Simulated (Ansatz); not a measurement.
Input

```
crystal:
  lattice:
    - [-3.5815859954, 3.5815859954, 5.0670395867]
    - [3.5815859954, -3.5815859954, 5.0670395867]
    - [3.5815859954, 3.5815859954, -5.0670395867]
  atoms:
    - { symbol: Cs, position: [0.75, 0.25, 0.5] }
    - { symbol: Cs, position: [0.25, 0.75, 0.5] }
    - { symbol: P, position: [0.0, 0.0, 0.0] }
    - { symbol: P, position: [0.5, 0.5, 0.0] }
    - { symbol: Se, position: [0.7499984895, 0.2499984895, -3.0209e-06] }
    - { symbol: Se, position: [0.2499984895, 0.2500015105, 0.5] }
    - { symbol: Se, position: [0.7500015105, 0.7499984895, 0.5] }
    - { symbol: Se, position: [0.2500015105, 0.7500015105, 1.0000030209] }
    - { symbol: Se, position: [0.75, 0.75, 0.0] }
    - { symbol: Se, position: [0.25, 0.25, 0.0] }
kpoints:
  mp_grid: { grid: [6, 6, 6] }
  band_path:
    path: [[0.0, 0.0, 0.0], [0.0, 0.0, 0.5], [-0.5, 0.5, 0.5], [0.5, 0.5, 0.0]]
    npoints: 1
hamiltonian:
  xc: r2scan
  dispersion: rvv10
scf:
  occupations: { method: fermi_dirac, width: 0.03 }
  n_extra_bands: 6
output:
  forces: true
  stress: true
  eigenvalues: true
  write_density: true
  write_potential: true
  elf: true
  volumetric_format: npy
```

Command:

```sh
ansatz run input.yaml --threads 4 --pin off --max-ram 4608MiB --backend cpu --events-out ev --progress --plain --runs-dir out
```

Space group Pm-3m; a structure from a database of computed crystals, not necessarily the ambient phase; started from the SrTiO3-140 prototype, which need not be the ambient phase.

Method: DFT, r2SCAN+rVV10, plane waves, PAW in Ansatz 0.2.0.

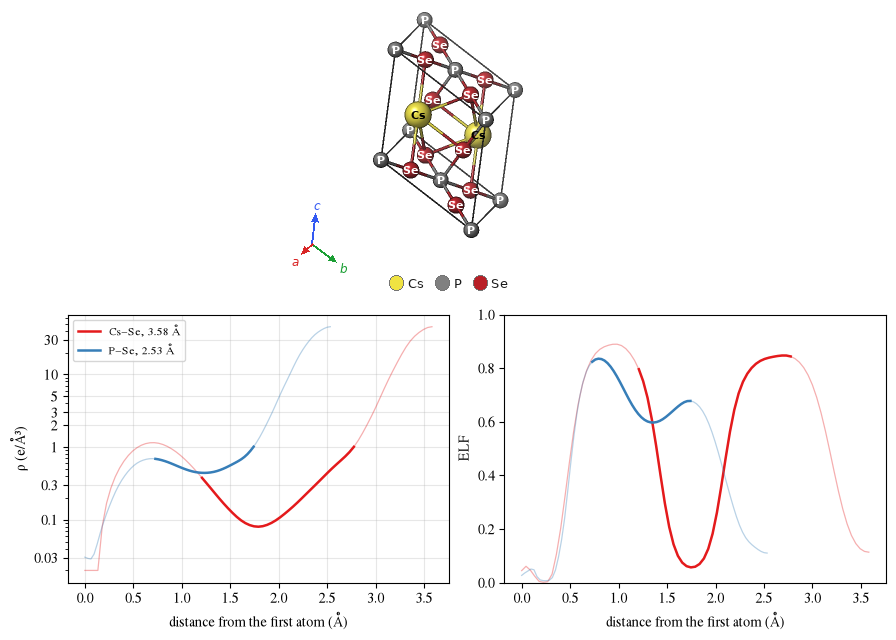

CsPSe₃. Valence electron density and electron localisation function along straight lines between neighbouring atoms. Thin, pale parts lie inside the atomic spheres. The structure is drawn too.

The density is the valence pseudo-density of a PAW calculation; it isn't the true density close to the nuclei.

Question: Compare the contacts.

Answer: Cs–Se (3.58 Å): ρ is about 0.08 e/Å³ halfway; the ELF is about 0.05 at the midpoint: an ionic contact with no shared pair.
P–Se (2.53 Å): ρ is about 0.44 e/Å³ halfway; the ELF peaks at about 0.85 in the valence shell of P, 0.8 Å from its nucleus, and drops to about 0.60 between the two atoms.
